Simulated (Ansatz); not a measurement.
AlSiH4O2 and related structures: several calculations on one system

Part 1: Relaxation

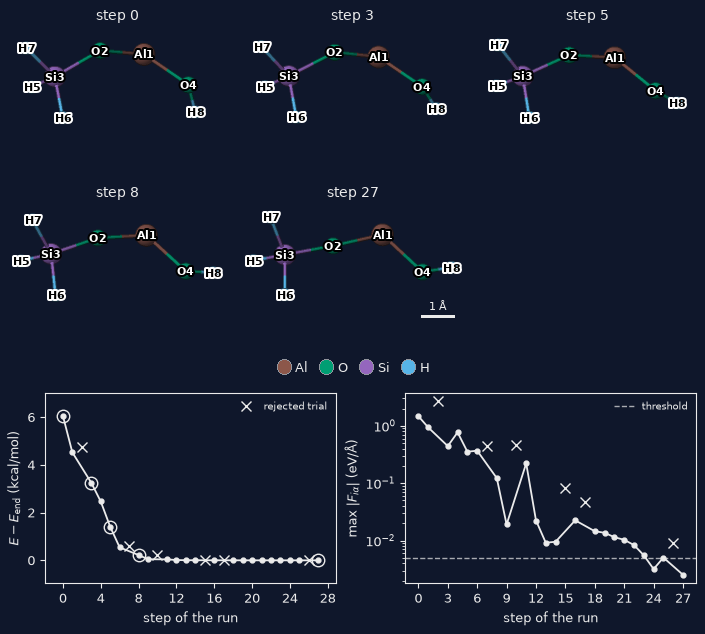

Frames of a relaxation of AlSiH₄O₂ (multiplicity 2), marked on the history of the run. The picture is a ball-and-stick view, seen at a tilt.

It is one of the separated reactants of a reaction.

Computed with UKS PBE0-D4/def2-TZVP in Ansatz 0.2.0.

Input
```yaml
crystal:
  periodic: [false, false, false]
  atoms:
    - {symbol: Al, position_ang: [-1.506933, -0.057652, 0.164386]}
    - {symbol: O, position_ang: [0.083460, -0.414312, -0.517360]}
    - {symbol: Si, position_ang: [0.676942, -1.102447, -1.875812]}
    - {symbol: O, position_ang: [-2.184708, 1.496880, -0.169495]}
    - {symbol: H, position_ang: [-0.074080, -2.335151, -2.238444]}
    - {symbol: H, position_ang: [0.627560, -0.165205, -3.030118]}
    - {symbol: H, position_ang: [2.100076, -1.469031, -1.628929]}
    - {symbol: H, position_ang: [-2.930612, 1.614911, -0.754092]}
basis:
  gaussian: {orbitals: def2-TZVP}
magnetization: {spin_polarized: true, initial_magnetization: 1}
hamiltonian: {xc: pbe0, dispersion: d4}
relax: {f_tol: 0.005, max_steps: 200}
```

Launched with:
```bash
ansatz run in.yaml --threads 4 --pin off --events-out ev --progress --plain --max-ram 46080MiB --backend cuda --devices 0, --max-vram 37GiB
```

### What happens along the run?

After 21 accepted moves (27 points after the start) the energy has fallen by 6.06 kcal/mol. Largest force component: 1.5 eV/Å at the start, 0.0025 eV/Å at the end. The line search rejected the trial steps at points 2, 7, 10, 15, 17, 26 of the run. The forces were under the threshold at step 24, but the run went on from there. H8 moves most after the best rigid fit: 0.93 Å. By element the largest moves are H 0.93 Å, O 0.65 Å, Al 0.24 Å, Si 0.16 Å. Near-neighbour distances that change, for instance: Al1–O2 1.767 → 1.680 Å, Al1–O4 1.728 → 1.699 Å, O2–Si3 1.634 → 1.625 Å. Among the angles between lasting bonds that change: Al1–O2–Si3 137.1° → 177.8°. Groups turn about Al1–O4 by about 70°. From step 0 to 3: H8 moves most (0.23 Å), energy −2.80 kcal/mol. From step 3 to 5: H8 moves most (0.25 Å), energy −1.84 kcal/mol. From step 5 to 8: H8 moves most (0.30 Å), energy −1.19 kcal/mol. From step 8 to 27: O2 moves most (0.24 Å), energy −0.22 kcal/mol.

| step | E − E(0), kcal/mol | largest force component, eV/Å | note |
| --- | --- | --- | --- |
| 0 | 0.00 | 1.4714 |  |
| 1 | -1.53 | 0.9378 |  |
| 2 | -1.29 | 2.6615 | rejected |
| 3 | -2.80 | 0.4430 |  |
| 4 | -3.59 | 0.7690 |  |
| 5 | -4.65 | 0.3534 |  |
| 6 | -5.51 | 0.3682 |  |
| 7 | -5.47 | 0.4515 | rejected |
| 8 | -5.83 | 0.1225 |  |
| 9 | -6.01 | 0.0190 |  |
| 10 | -5.81 | 0.4633 | rejected |
| 11 | -6.01 | 0.2215 |  |
| 12 | -6.04 | 0.0223 |  |
| 13 | -6.05 | 0.0091 |  |
| 14 | -6.05 | 0.0095 |  |
| 15 | -6.04 | 0.0831 | rejected |
| 16 | -6.05 | 0.0225 |  |
| 17 | -6.05 | 0.0467 | rejected |
| 18 | -6.05 | 0.0145 |  |
| 19 | -6.05 | 0.0136 |  |
| 20 | -6.05 | 0.0114 |  |
| 21 | -6.05 | 0.0103 |  |
| 22 | -6.05 | 0.0083 |  |
| 23 | -6.05 | 0.0055 |  |
| 24 | -6.05 | 0.0032 |  |
| 25 | -6.06 | 0.0050 |  |
| 26 | -6.06 | 0.0091 | rejected |
| 27 | -6.06 | 0.0025 |  |

Part 2: Relaxation

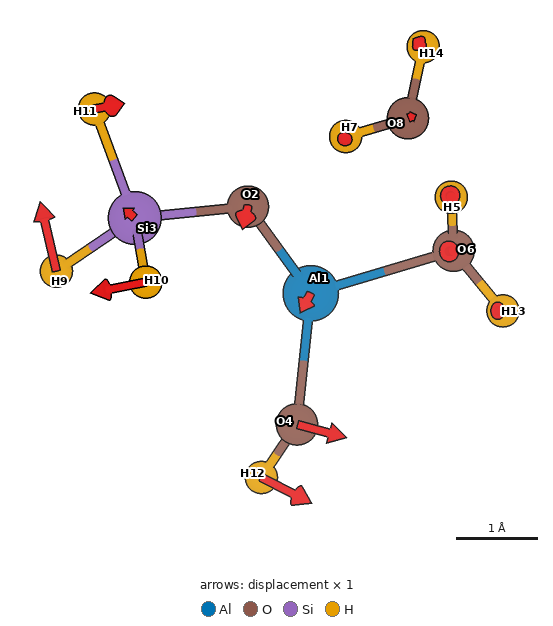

This is a relaxation of AlSiH$_{8}$O$_{4}$ (multiplicity 2) (started from a transition state, displaced along its imaginary mode). The starting structure is drawn; red arrows show the displacements, at their true length. The two geometries are superimposed by the best rigid fit.

A ball-and-stick model, seen at a tilt.

All numbers below come from UKS PBE0-D4/def2-TZVP (Ansatz). Settings: force threshold 0.005 eV/Å; at most 200 steps.

Atoms of which element are displaced furthest, and by how much?

Hydrogen: up to 0.91 Å, against 0.65 Å for oxygen.

What happened in the run?

The energy falls by 117.5 kJ/mol in 34 geometry steps. The largest force component goes from 9.2 to 0.002 eV/Å. The largest move after the best rigid fit is that of H9, 0.91 Å. Largest moves by element: H 0.91 Å, O 0.65 Å, Al 0.30 Å, Si 0.20 Å. Near-neighbour distances that change, for instance: H5–O8 1.411 → 1.583 Å, H7–O8 0.833 → 0.983 Å, H5–O6 0.942 → 1.008 Å, Al1–O2 1.735 → 1.767 Å. Bond angles that change, for instance: O4–Al1–O6 105.3° → 91.7°, H5–O6–H13 118.8° → 109.3°, O2–Al1–O4 108.8° → 117.4°. Groups turn about Al1–O2 by about 45°.

Part 3: Reaction

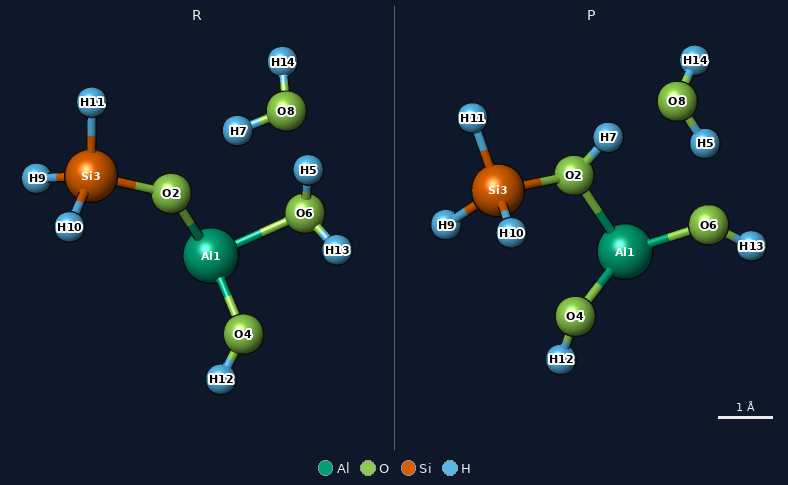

Reactant (R) and product (P) of one elementary step of AlSiH8O4 (multiplicity 2). A ball-and-stick model, seen from a free direction.

Stationary points at PBE0-D4/def2-TZVP, single-point energies with CCSD(T)/CBS, PBE-D4, CCSD(T), wB97M-V (def2-TZVPP where no basis is named; Ansatz 0.2.0). The energies are electronic, without zero-point or thermal terms, and both ends are the minima reached downhill from the saddle, with any fragments still in contact. CCSD(T)/CBS stands for a frozen-core estimate: MP2 correlation extrapolated from def2-TZVPP and def2-QZVPP, CCSD(T) minus MP2 from the smaller set.

R:
```xyz
14

Al   -1.5057   -0.0531    0.1766
O     0.0789   -0.4213   -0.5124
Si    0.6610   -1.1284   -1.8661
O    -2.1837    1.4980   -0.1728
H     0.1327    0.5201    1.9667
O    -0.8731    0.5472    1.8984
H     1.3600    0.0186    0.6629
O     1.6481    0.3487    1.5428
H    -0.0946   -2.3646   -2.2065
H     0.6042   -0.2065   -3.0323
H     2.0854   -1.4939   -1.6251
H    -2.9339    1.6094   -0.7532
H    -1.1739    1.4615    1.9856
H     2.1946   -0.3358    1.9354
```

P:
```xyz
14

Al   -1.4840    0.0880    0.5398
O     0.1279   -0.7092   -0.1027
Si    0.4392   -0.8577   -1.7603
O    -1.9046    0.6899   -1.0291
H     0.9865    0.7399    1.8441
O    -0.6482    1.1369    1.6885
H     0.9138   -0.4929    0.5079
O     1.7841    0.2182    1.5638
H    -0.6551   -1.6471   -2.3569
H     0.6214    0.4564   -2.4076
H     1.7111   -1.6228   -1.8282
H    -2.8083    0.6893   -1.3388
H    -1.1569    1.5996    2.3534
H     2.0732   -0.2886    2.3259
```

Question: Predict the saddle point between them and the barrier.

Answer: From R over the saddle to P, bonds form: O2–H7 (1.79 → 1.24 → 1.02 Å), H5–O8 (1.58 → 1.11 → 0.99 Å). Bonds break: H5–O6 (1.01 → 1.33 → 1.69 Å), H7–O8 (0.98 → 1.17 → 1.54 Å). The saddle has one imaginary mode, 783i cm⁻¹. With CCSD(T)/CBS the barrier is 10.3 kcal/mol from R and 6.2 kcal/mol from P, and P lies 4.1 kcal/mol above R.

```tsv
level	barrier from R (kcal/mol)	barrier from P (kcal/mol)	P less R (kcal/mol)
CCSD(T)/CBS	10.3	6.2	4.1
PBE-D4	5.5	2.1	3.3
CCSD(T)	9.9	5.6	4.3
wB97M-V	9.7	6.1	3.7
```

Against CCSD(T)/CBS, CCSD(T) comes closest on the barrier from R (−0.4 kcal/mol) and PBE-D4 misses most (−4.9 kcal/mol).

Saddle geometry:

```xyz
14

Al   -1.4208   -0.1209    0.4823
O     0.2308   -0.6315   -0.2005
Si    0.5903   -0.9602   -1.7867
O    -2.0808    1.0069   -0.6442
H     0.6129    0.6889    1.8380
O    -0.7106    0.8059    1.8815
H     1.0889   -0.2148    0.5870
O     1.6025    0.3517    1.4764
H    -0.5798   -1.6205   -2.4140
H     0.9334    0.2801   -2.5237
H     1.7590   -1.8778   -1.8097
H    -2.9487    0.8694   -1.0201
H    -1.0687    1.6845    2.0267
H     1.9916   -0.2616    2.1070
```

The saddle point in the same view, with dashed sticks for the bonds that form or break:

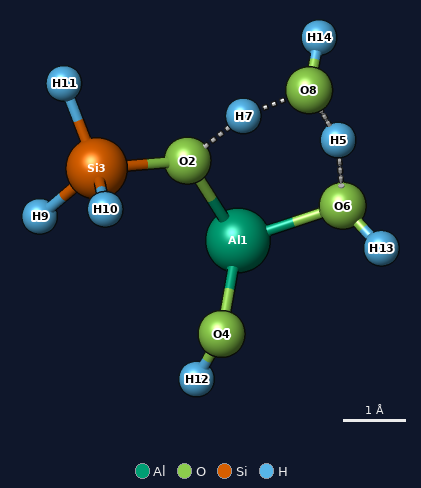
